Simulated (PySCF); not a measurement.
# C₇H₈N (SMILES N#C[C@H]1[CH]CC=CC1) (doublet): what the fields show

```xyz
16

N    -0.4244   -1.7455    2.2931
C    -0.2515   -1.5498    1.1785
C    -0.1037   -1.2453   -0.2342
C    -1.2223   -0.3223   -0.5514
C    -1.1599    1.0830   -0.1028
C     0.2235    1.5405    0.2413
C     1.3065    0.8005    0.0702
C     1.2681   -0.5908   -0.4824
H    -0.1899   -2.1845   -0.7928
H    -2.1579   -0.7207   -0.9044
H    -1.8071    1.2330    0.7784
H    -1.5779    1.7398   -0.8782
H     0.2984    2.5410    0.6422
H     2.2837    1.1878    0.3204
H     1.4523   -0.5593   -1.5613
H     2.0544   -1.1984   -0.0281
```

Geometry: GFN2-xTB.

Computed with UKS B3LYP, pcH-1 on C H N, non-relativistic, mean-field spin-orbit, GIAO in PySCF 2.14.0, density-fitted response routines.

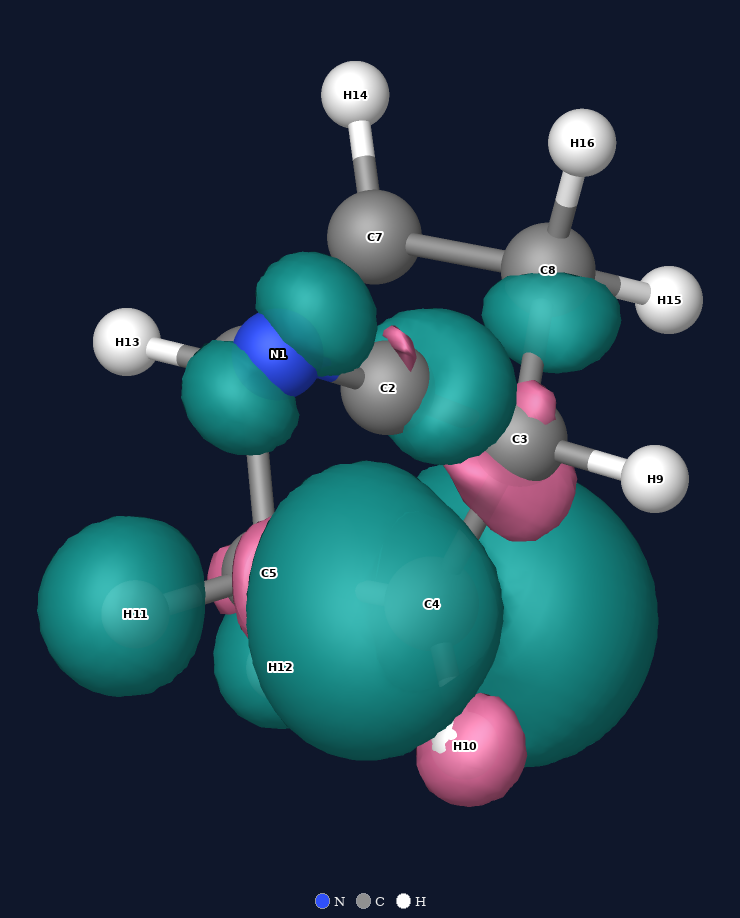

Figure 1. Isosurfaces of the spin density (α minus β) at +0.015 (teal) and −0.015 e/Å³ (pink), seen at an oblique angle.

Where is the unpaired spin?

The unpaired spin (1 electron) lies mostly on C4 (about 0.7), in electrons by Hirshfeld's partition.

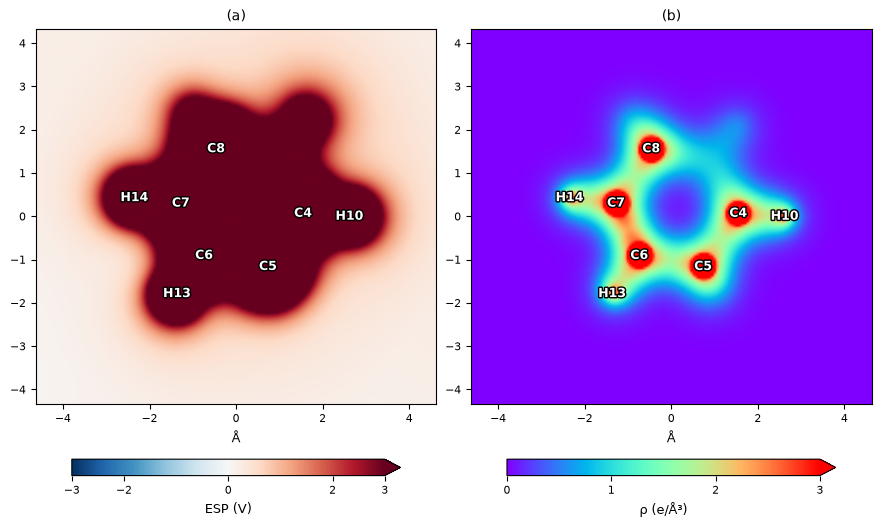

Figure 2. (a) electrostatic potential; (b) electron density on the plane of atoms C5, C6 and C7.

Read the bonding off the picture.

The section cuts through C and H sites.
C–C (1.32 Å): ρ at the midpoint is about 2.4 e/Å³.
C–H (1.08 Å): ρ is about 2 e/Å³ halfway.
C–C (1.48 Å): ρ is about 1.8 e/Å³ halfway.
C–C (1.50 Å): ρ at the midpoint is about 1.7 e/Å³.
The potential has no marked negative region in this plane.

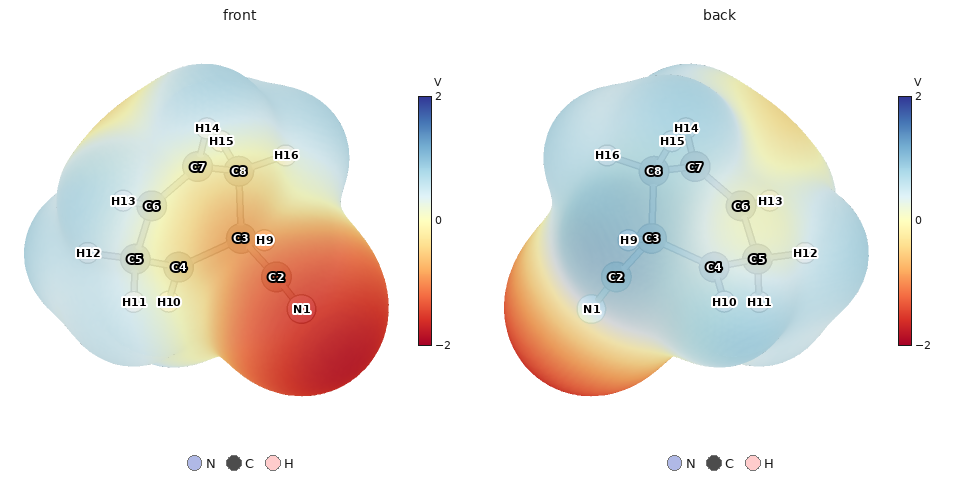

Figure 3. The electrostatic potential painted on the density surface at 0.001 e/bohr³, seen from the front and from behind; red is negative and blue positive.

Describe the electrostatic potential map.

The most negative region (about −1.8 V) lies over N1, the most positive (about +1.0 V) over H9. N1 is the likeliest acceptor of a hydrogen bond.
